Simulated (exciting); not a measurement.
# Electron–core-hole interaction in the F K spectrum of SF6, part 2 of 2

How far do the exchange and direct terms reshape the F K edge of SF6?

exciting sodium; X-ray absorption, core-level Bethe-Salpeter equation, exchange and statically screened direct term, Tamm-Dancoff, all-electron LAPW+lo LDA.

So far. Step 3 (A richer basis for the empty states): Against the first ground state the total energy moves by -25 meV an atom and the gap by 0.02 eV.

### Step 4. Screening, kernels and BSE for F atom 2

The absorber has 1 S at 1.58 Å (terminal, site symmetry 4mm).

Contents of input.xml:

```
<input>
  <title>SF6</title>
  <structure speciespath="." autormt="false" epslat="1.0e-5">
    <crystal>
      <basevect>-5.4301369682 5.4301369682 5.4301369682</basevect>
      <basevect>5.4301369682 -5.4301369682 5.4301369682</basevect>
      <basevect>5.4301369682 5.4301369682 -5.4301369682</basevect>
    </crystal>
    <species speciesfile="S.xml" rmt="1.445">
      <atom coord="0.0000000000 0.0000000000 0.0000000000"/>
    </species>
    <species speciesfile="F.xml" rmt="1.445">
      <atom coord="0.2743727900 0.0000000000 0.2743727900"/>
      <atom coord="0.7256272100 0.0000000000 0.7256272100"/>
      <atom coord="0.0000000000 0.7256272100 0.7256272100"/>
      <atom coord="0.0000000000 0.2743727900 0.2743727900"/>
      <atom coord="0.2743727900 0.2743727900 0.0000000000"/>
      <atom coord="0.7256272100 0.7256272100 0.0000000000"/>
    </species>
  </structure>
  <groundstate do="skip" xctype="LDA_PW" ngridk="3 3 3" rgkmax="6.5" gmaxvr="14" nempty="8" swidth="0.001" maxscl="100" epsengy="1e-5"/>
  <xs xstype="BSE" ngridk="3 3 3" ngridq="3 3 3" vkloff="0.097 0.273 0.493" rgkmax="6.5" nempty="37" gqmax="3" lmaxapwwf="5" lmaxemat="2" broad="0.01654" tevout="true">
    <energywindow intv="23.600 25.217" points="439"/>
    <screening screentype="full" nempty="62"/>
    <BSE xas="true" xasspecies="2" xasatom="1" xasedge="K" bsetype="singlet" nstlxas="1 33"/>
    <qpointset>
      <qpoint>0 0 0</qpoint>
    </qpointset>
    <plan>
      <doonly task="xsgeneigvec"/>
      <doonly task="writepmatxs"/>
      <doonly task="scrgeneigvec"/>
      <doonly task="scrwritepmat"/>
      <doonly task="screen"/>
      <doonly task="scrcoulint"/>
      <doonly task="exccoulint"/>
    </plan>
  </xs>
</input>
```

Contents of input.xml for the last start (plan only):

```
  <plan>
    <doonly task="bse"/>
  </plan>
```

Launch:

```
> OMP_NUM_THREADS=1 mpirun -n 2 exciting
> OMP_NUM_THREADS=2 exciting
```

Numbers of over 12 decimals in the logs are rounded to 6 here.

The log of the run:

```text
| EXCITING SODIUM started for task xsgeneigvec ( 301)                          =
One-shot GS runs for BSE calculations
One-shot GS runs for k+qmt/2 grids
Info(xsgeneigvec): Generating eigenvectors for Q-point      1
Info(xsgeneigvec): Generation of eigenvectors finished
| EXCITING SODIUM started for task writepmatxs ( 320)                          =
Info(writepmatxs): Momentum matrix elements finished
| EXCITING SODIUM started for task scrgeneigvec ( 401)                         =
One-shot GS runs for BSE calculations
One-shot GS runs for k+qmt/2 grids
Info(xsgeneigvec): Generating eigenvectors for Q-point      1
Using screening GS parameters.
Info(xsgeneigvec): Generation of eigenvectors finished
| EXCITING SODIUM started for task scrwritepmat ( 420)                         =
Info(writepmatxs): Momentum matrix elements finished
Info(scrwritepmat): Momentum matrix elements for screening finished
| EXCITING SODIUM started for task screen ( 430)                               =
Info(screenlauncher): Calculating screening for unshifted q-grid.
Info(screenlauncher): Number of q points:       4
Info(screenlauncher): lowest (partially)  unoccupied state:     25
Info(screenlauncher): highest (partially) occupied state  :     24
Info(screenlauncher): number of occupied states considered:   24
Info(screenlauncher): number of unoccupied states considered:   63
Info(screenlauncher): Starting loop over q-points
Info(screenlauncher): Screening for unshifted q-grid finished
Info(screenlauncher): Screening finished
| EXCITING SODIUM started for task scrcoulint ( 440)                           =
Info(scrcoulintlauncher): Setting up screened Coulomb interaction matrix W.
Info(scrcoulintlauncher): Using momentum transfer vectors from list :   1 to  1
Info(scrcoulintlauncher): Calculating screened Coulomb interaction matrix W
Info(scrcoulintlauncher): Momentum transfer list index: iqmt=  1
Info(scrcoulintlauncher): Momentum transfer: vqmtl=   0.000   0.000   0.000
Info(scrcoulintlauncher): Calculating RR block of W
Info(scrcoulint): Inspecting occupations...
Info(setranges_modxs): Number of non-reduced k-points:       27
Info(setranges_modxs): Number of states considered:       62
Info(setranges_modxs): Number of (partially) occupied states:        2
Info(setranges_modxs): Highest (partially) occupied states:       24
Info(setranges_modxs): Number of (partially) unoccupied states:       38
Info(setranges_modxs): Lowest (partially) unoccupied states:       25
Info(scrcoulint): Selecting transitions...
Info(select_transitions): Inspecting transitions in the  band interval:
  lowest occupied state:   1
  highest occupied state:   2
  lowest unoccupied state:  25
  highest unoccupied state:  57
  Opening gap with a scissor of:      0.000/H      0.000/eV
Info(select_transitions): Number of participating transitions:    1782
Info(scrcoulint): Size of file SCCLI will be about     0.024536 GB
Info(scrcoulint): Using q-grid
Info(scrcoulint): Number of reduced q-points:      4
Info(scrcoulint): Number of non-reduced q-points:     27
Info(scrcoulint): Calculating W(G1,G2,qr) fourier coefficients
Info(scrcoulint): Calculating W matrix elements
Info(scrcoulintlauncher): Screened coulomb interaction finished for iqmt=   1
| EXCITING SODIUM started for task exccoulint ( 441)                           =
Info(exccoulintlauncher): Setting up exchange interaction matrix V.
Info(exccoulintlauncher): Using momentum transfer vectors from list :   1 to  1
Info(exccoulintlauncher):Calculating exchange interaction matrix V
Info(exccoulintlauncher): Momentum transfer list index: iqmt=  1
Info(exccoulintlauncher): Momentum transfer: vqmtl=   0.000   0.000   0.000
Info(exccoulintlauncher): Calculating RR block of V
Info(exccoulint): Inspecting occupations...
Info(setranges_modxs): Number of non-reduced k-points:       27
Info(setranges_modxs): Number of states considered:       62
Info(setranges_modxs): Number of (partially) occupied states:        2
Info(setranges_modxs): Highest (partially) occupied states:       24
Info(setranges_modxs): Number of (partially) unoccupied states:       38
Info(setranges_modxs): Lowest (partially) unoccupied states:       25
Info(exccoulint): Selecting transitions...
Info(select_transitions): Inspecting transitions in the  band interval:
  lowest occupied state:   1
  highest occupied state:   2
  lowest unoccupied state:  25
  highest unoccupied state:  57
  Opening gap with a scissor of:      0.000/H      0.000/eV
Info(select_transitions): Number of participating transitions:    1782
Info(exccoulint): Size of file EXCLI will be about     0.024536 GB
Info(exccoulint): Generating plane wave matrix elements for momentum transfer iqmt=   1
  Timing (in seconds)	   :     534.323
Info(exccoulint): Generating V matrix elements
Info(exccoulint): Zeroing Coulomb potential at G+qmt index:  1
Info(exccoulintlauncher): Exchange interaction finished for iqmt=   1
| EXCITING SODIUM started for task bse ( 445)                                  =
Info(bselauncher): Init time:    0.519522
Info(bselauncher): Setting up and diagonalizing BSE Hamiltonian.
Info(bselauncher): Using momentum transfer vectors from list :   1 to  1
Info(bselauncher): Distributing qmt-points over   1 processes.
Info(bselauncher): BSE type: singlet
Info(bselauncher): Momentum transfer list index: iqmt=  1
Info(bselauncher): Momentum transfer: vqmtl=   0.000   0.000   0.000
Info(bse): Inspecting occupations...
Info(setranges_modxs): Number of non-reduced k-points:       27
Info(setranges_modxs): Number of states considered:       62
Info(setranges_modxs): Number of (partially) occupied states:        2
Info(setranges_modxs): Highest (partially) occupied states:       24
Info(setranges_modxs): Number of (partially) unoccupied states:       38
Info(setranges_modxs): Lowest (partially) unoccupied states:       25
Info(select_transitions): Inspecting transitions in the  band interval:
  lowest occupied state:   1
  highest occupied state:   2
  lowest unoccupied state:  25
  highest unoccupied state:  57
  Opening gap with a scissor of:      0.000/H      0.000/eV
Info(select_transitions): Number of participating transitions:    1782
Info(bse): Selecting transitions...
Info(bse):bsegap (eV):   654.359535
Info(bse): Assembling BSE matrix
  RR/RA blocks of global BSE-Hamiltonian:
  Size of the Hamiltonian:    1782
  Number of k-points:      27
  Distributing matrix to   1 processes
  Local matrix shape   1782 x  1782
Info(bse): max local RAM needed for BSE matrices ~     0.047319 GB
Info(setup_bse_block): Setting up RR part of hamiltonian
Info(setup_bse_block): Singlet spin state
Info(bse): Diagonalizing RR Hamiltonian (TDA)
Info(bse): Invoking Lapack routine ZHEEVR
      1782 eigen solutions found in the interval:
         i1=       1 i2=    1782
Info(bse): Writing excition energies and oscillator strengths to text file.
Info(makespectrum_dist): Making spectrum using formula for coupling with time reversed AR basis.
Info(makespectrum_dist): Using formalism for vanishing momentum transfer.
Info(writederived): Writing quantities derived from the macroscopic dielectric function.
Info(bselauncher): Spectrum finished for iqmt=  1
Info(bselauncher): All done for BSE type singlet
```

Run time: 16 min. Hardware: 2 MPI ranks of Arm Neoverse V2, shared host.

Wall time by task: xsgeneigvec 31 s, writepmatxs 7.8 s, scrgeneigvec 34 s, scrwritepmat 6.5 s, screen 95 s, scrcoulint 3.9 min, exccoulint 9 min, bse 5.7 s.

The F K spectrum of F atom 2 (energy from the Kohn–Sham onset, core level to the lowest empty state found on the meshes used, 654.18 eV; the ground-state mesh sets it, and the shifted mesh has its lowest transition 0.18 eV above it; Im ε scaled to the maximum of the singlet run; cut below the end of the band set):

```tsv
E (eV)	Im ε
-9.0	0.02
-8.0	0.04
-7.0	0.11
-6.0	0.67
-5.0	0.31
-4.0	0.08
-3.0	0.05
-2.0	0.06
-1.0	0.16
0.0	0.55
1.0	0.20
2.0	0.14
3.0	0.25
4.0	0.26
5.0	0.31
6.0	0.35
7.0	0.12
8.0	0.10
9.0	0.09
10.0	0.08
11.0	0.12
12.0	0.10
13.0	0.09
14.0	0.09
15.0	0.10
16.0	0.12
17.0	0.14
18.0	0.15
19.0	0.15
20.0	0.12
```

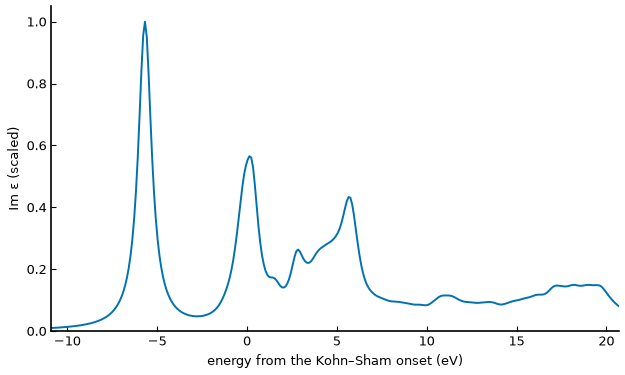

The F K edge of F atom 2.

Maxima (height): -5.7 eV (1.00), 0.1 eV (0.57), 2.8 eV (0.26), 5.6 eV (0.43) and 18.2 eV (0.15).

The Hamiltonian has 1782 rows. The lowest groups of eigenvalues and the brightest ones, on the scale above (the program counts from the shifted mesh's onset, 0.18 eV higher). Core spinors bring spin-forbidden partners, so dark means forbidden by spin or by symmetry, and the shifted mesh splits states that symmetry would keep together:

```tsv
energy (eV)	states within 10 meV	relative strength
-5.767	1	dark
-5.679	1	1.00
-1.220	2	0.0081
-1.032	2	0.0039
-0.952	2	0.0049
-0.896	2	0.0027
-0.231	2	0.07
-0.147	2	0.10
0.283	2	0.37
1.531	2	0.066
2.754	2	0.06
2.773	2	0.071
```

### Step 5. Independent particles

input.xml: that of step 4 with these lines changed.

```diff
@@ -24,3 +24,3 @@
     <screening screentype="full" nempty="62"/>
-    <BSE xas="true" xasspecies="2" xasatom="1" xasedge="K" bsetype="singlet" nstlxas="1 33"/>
+    <BSE xas="true" xasspecies="2" xasatom="1" xasedge="K" bsetype="IP" nstlxas="1 33"/>
     <qpointset>
@@ -29,9 +29,3 @@
     <plan>
-      <doonly task="xsgeneigvec"/>
-      <doonly task="writepmatxs"/>
-      <doonly task="scrgeneigvec"/>
-      <doonly task="scrwritepmat"/>
-      <doonly task="screen"/>
-      <doonly task="scrcoulint"/>
-      <doonly task="exccoulint"/>
+      <doonly task="bse"/>
     </plan>
```

Launch:

```
> OMP_NUM_THREADS=2 exciting
```

The log of the run:

```text
| EXCITING SODIUM started for task bse ( 445)                                  =
Info(bselauncher): Init time:    0.493059
Info(bselauncher): Setting up and diagonalizing BSE Hamiltonian.
Info(bselauncher): Using momentum transfer vectors from list :   1 to  1
Info(bselauncher): Distributing qmt-points over   1 processes.
Info(bselauncher): BSE type: IP
Info(bselauncher): Momentum transfer list index: iqmt=  1
Info(bselauncher): Momentum transfer: vqmtl=   0.000   0.000   0.000
Info(bse): Inspecting occupations...
Info(setranges_modxs): Number of non-reduced k-points:       27
[...]
highest unoccupied state:  57
  Opening gap with a scissor of:      0.000/H      0.000/eV
Info(select_transitions): Number of participating transitions:    1782
Info(bse): Selecting transitions...
Info(bse):bsegap (eV):   654.359535
Info(bse): IP requested, nothing much to do
Info(bse): Writing excition energies and oscillator strengths to text file.
Info(makespectrum_dist): Making spectrum using formula for coupling with time reversed AR basis.
Info(makespectrum_dist): Using formalism for vanishing momentum transfer.
Info(writederived): Writing quantities derived from the macroscopic dielectric function.
Info(bselauncher): Spectrum finished for iqmt=  1
Info(bselauncher): All done for BSE type IP
```

Wall time 1.5 s (2 threads).

Maxima (height): 0.8 eV (0.37), 5.6 eV (0.64), 10.8 eV (0.38), 17.6 eV (0.14) and 19.6 eV (0.15). Against the singlet run the r.m.s. difference is 84 %. The highest maximum lies at 5.6 eV (0.64), against -5.7 eV (1.00).

### Step 6. Exchange alone

input.xml: that of step 5 with these lines changed.

```diff
@@ -24,3 +24,3 @@
     <screening screentype="full" nempty="62"/>
-    <BSE xas="true" xasspecies="2" xasatom="1" xasedge="K" bsetype="IP" nstlxas="1 33"/>
+    <BSE xas="true" xasspecies="2" xasatom="1" xasedge="K" bsetype="RPA" nstlxas="1 33"/>
     <qpointset>
```

Launch:

```
> OMP_NUM_THREADS=2 exciting
```

The log of the run:

```text
| EXCITING SODIUM started for task bse ( 445)                                  =
Info(bselauncher): Init time:    0.494395
Info(bselauncher): Setting up and diagonalizing BSE Hamiltonian.
Info(bselauncher): Using momentum transfer vectors from list :   1 to  1
Info(bselauncher): Distributing qmt-points over   1 processes.
Info(bselauncher): BSE type: RPA
Info(bselauncher): Momentum transfer list index: iqmt=  1
Info(bselauncher): Momentum transfer: vqmtl=   0.000   0.000   0.000
Info(bse): Inspecting occupations...
Info(setranges_modxs): Number of non-reduced k-points:       27
[...]
Info(setup_bse_block): Setting up RR part of hamiltonian
Info(setup_bse_block): Using RPA approximation
Info(bse): Diagonalizing RR Hamiltonian (TDA)
Info(bse): Invoking Lapack routine ZHEEVR
      1782 eigen solutions found in the interval:
         i1=       1 i2=    1782
Info(bse): Writing excition energies and oscillator strengths to text file.
Info(makespectrum_dist): Making spectrum using formula for coupling with time reversed AR basis.
Info(makespectrum_dist): Using formalism for vanishing momentum transfer.
Info(writederived): Writing quantities derived from the macroscopic dielectric function.
Info(bselauncher): Spectrum finished for iqmt=  1
Info(bselauncher): All done for BSE type RPA
```

Wall time 6 s (2 threads).

Maxima (height): 0.9 eV (0.36), 5.7 eV (0.64), 10.8 eV (0.38), 17.6 eV (0.14) and 19.6 eV (0.15). The spectrum differs from the independent-particle run by 4 % r.m.s.

### Step 7. Direct term alone

input.xml: that of step 6 with these lines changed.

```diff
@@ -24,3 +24,3 @@
     <screening screentype="full" nempty="62"/>
-    <BSE xas="true" xasspecies="2" xasatom="1" xasedge="K" bsetype="RPA" nstlxas="1 33"/>
+    <BSE xas="true" xasspecies="2" xasatom="1" xasedge="K" bsetype="triplet" nstlxas="1 33"/>
     <qpointset>
```

Launch:

```
> OMP_NUM_THREADS=2 exciting
```

The log of the run:

```text
| EXCITING SODIUM started for task bse ( 445)                                  =
Info(bselauncher): Init time:    0.497181
Info(bselauncher): Setting up and diagonalizing BSE Hamiltonian.
Info(bselauncher): Using momentum transfer vectors from list :   1 to  1
Info(bselauncher): Distributing qmt-points over   1 processes.
Info(bselauncher): BSE type: triplet
Info(bselauncher): Momentum transfer list index: iqmt=  1
Info(bselauncher): Momentum transfer: vqmtl=   0.000   0.000   0.000
Info(bse): Inspecting occupations...
[...]
Info(setup_bse_block): Setting up RR part of hamiltonian
Info(setup_bse_block): Triplet spin state
Info(bse): Diagonalizing RR Hamiltonian (TDA)
Info(bse): Invoking Lapack routine ZHEEVR
      1782 eigen solutions found in the interval:
         i1=       1 i2=    1782
Info(bse): Writing excition energies and oscillator strengths to text file.
Info(makespectrum_dist): Making spectrum using formula for coupling with time reversed AR basis.
Info(makespectrum_dist): Using formalism for vanishing momentum transfer.
Info(writederived): Writing quantities derived from the macroscopic dielectric function.
Info(bselauncher): Spectrum finished for iqmt=  1
Info(bselauncher): All done for BSE type triplet
```

The job ended after 6 s (2 threads).

Maxima (height): -5.8 eV (1.02), 0.1 eV (0.57), 2.8 eV (0.27), 5.6 eV (0.43) and 18.2 eV (0.15). Against the singlet run the r.m.s. difference is 9 %.

### Step 8. From independent particles to the full kernel

```tsv
level	curve passes 0.15 (eV)	highest maximum (eV)	its height
IP	0.1	5.6	0.64
RPA	0.2	5.7	0.64
direct only	-6.8	-5.8	1.02
singlet	-6.7	-5.7	1.00
```

```tsv
E (eV)	IP	RPA	direct only	singlet
-9.0	0.00	0.00	0.02	0.02
-8.0	0.00	0.00	0.04	0.04
-7.0	0.00	0.00	0.12	0.11
-6.0	0.00	0.00	0.80	0.67
-5.0	0.01	0.01	0.27	0.31
-4.0	0.01	0.01	0.07	0.08
-3.0	0.01	0.01	0.05	0.05
-2.0	0.02	0.02	0.06	0.06
-1.0	0.03	0.03	0.17	0.16
0.0	0.12	0.11	0.55	0.55
1.0	0.35	0.35	0.20	0.20
2.0	0.08	0.08	0.14	0.14
3.0	0.06	0.05	0.25	0.25
4.0	0.11	0.11	0.27	0.26
5.0	0.40	0.37	0.31	0.31
6.0	0.54	0.56	0.34	0.35
7.0	0.25	0.26	0.12	0.12
8.0	0.20	0.20	0.09	0.10
9.0	0.19	0.19	0.09	0.09
10.0	0.24	0.24	0.08	0.08
11.0	0.37	0.37	0.11	0.12
12.0	0.21	0.22	0.10	0.10
13.0	0.19	0.20	0.09	0.09
14.0	0.16	0.17	0.09	0.09
15.0	0.15	0.15	0.10	0.10
16.0	0.12	0.12	0.11	0.12
17.0	0.14	0.14	0.14	0.14
18.0	0.12	0.12	0.15	0.15
19.0	0.14	0.14	0.15	0.15
20.0	0.15	0.15	0.12	0.12
```

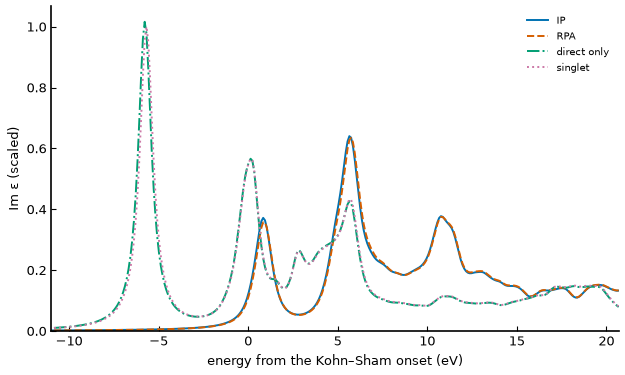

The spectrum at each level.

### Step 9. Outcome

```yaml
absorber_and_edge: F K, atom 2
surroundings: 1 S at 1.58 Å (terminal, site symmetry 4mm)
first_bright_state: -5.68 eV from the Kohn–Sham onset, on this mesh
highest_maximum: -5.7 eV
cost_of_the_bse_run: 16 min on 2 MPI ranks of Arm Neoverse V2, shared host; the last task ran on as many threads
```

Is a core exciton bound? Yes on this mesh: the first bright state (over 5 % of the brightest) lies at -5.68 eV from the Kohn–Sham onset and at -5.86 eV from the lowest bare transition of its own mesh; weaker or dark states reach down to -5.77 eV. Exchange alone changes the independent-particle spectrum by 4 % r.m.s. Leaving exchange out of the full kernel changes the spectrum by 9 % r.m.s. Binding energies aren't converged on 27 k points, and fine structure above the first lines is partly noise of the mesh. Exchange and the short-range direct term aren't converged in the kernel cutoff. The zero comes from the unshifted 3×3×3 ground-state mesh; it is exact only where the band minimum lies on that mesh. The Kohn–Sham onset, 654 eV, is no photon energy: the scale needs a rigid shift. Bands and screening come from semilocal DFT, whose small gap overscreens. Vibrations and energy-dependent lifetimes are left out. The structure is a Materials Project entry, computed there, and may be a hypothetical form.

[Banner, clock and machine lines of the logs are left out without a mark of their own.]

[Logs are printed without paths, hosts, clocks, repeated set-up lines and the standing remarks that a program may print on its own settings, such as how far it seeks lower states.]

[Hosts, paths, dates, database ids (printed as entryN), source tags and the programs' standing remarks are cut or masked in the printed files.]
